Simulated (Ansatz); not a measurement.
# BH₄ (charge −1): what the fields show

Input

```
crystal:
  periodic: [false, false, false]
  atoms:
    - {symbol: B, position_ang: [0.000014, 0.000009, -0.000003]}
    - {symbol: H, position_ang: [0.690103, 1.006040, 0.219693]}
    - {symbol: H, position_ang: [0.733091, -0.997303, -0.067705]}
    - {symbol: H, position_ang: [-0.606117, 0.140811, -1.072152]}
    - {symbol: H, position_ang: [-0.817091, -0.149547, 0.920166]}
basis:
  gaussian: {orbitals: "def2-TZVPPD.json"}
total_charge: -1
hamiltonian: {xc: pbe0, dispersion: d4}
output: {orbitals: {seedname: orbitals}}
```

Launched as:

```sh
ansatz run in.yaml --threads 2 --pin off --events-out ev --progress --plain --max-ram 32768MiB --backend cpu
```

Geometry: PBE0-D4/def2-TZVPD.

These are results of RKS PBE0-D4/def2-TZVPPD (Ansatz), not measurements.

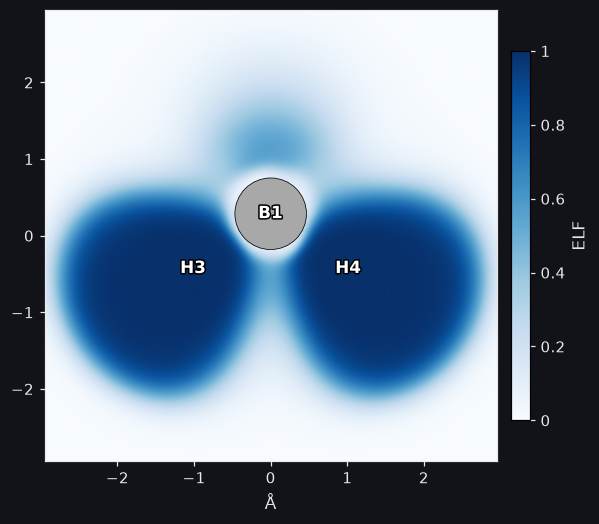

Figure 1. Electron localisation function on the plane of atoms H3, B1 and H4. Grey discs cover the atomic cores.

### What do the fields say about this system?

- The plane passes through B and H nuclei.
- B–H (1.24 Å): the ELF climbs to about 1 towards the hydrogen, as it does in any bond to H (a covalent bond by its length).

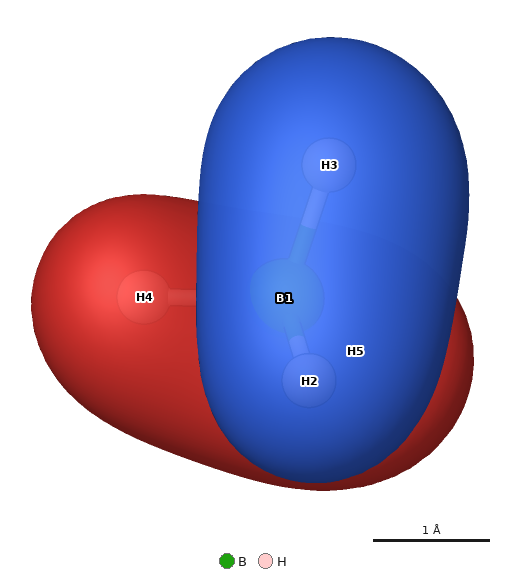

Figure 2. The HOMO at ±0.08 Å⁻³ᐟ² (blue and red are the two phases), seen at a tilt.

### What is the character of this orbital?

By Hirshfeld shares it lies mainly on B1 (about 40 %), H2 (about 15 %), H3 (about 15 %), H4 (about 15 %) and H5 (about 15 %). It is one of a degenerate set, so its orientation is arbitrary. Its energy is −1.94 eV.
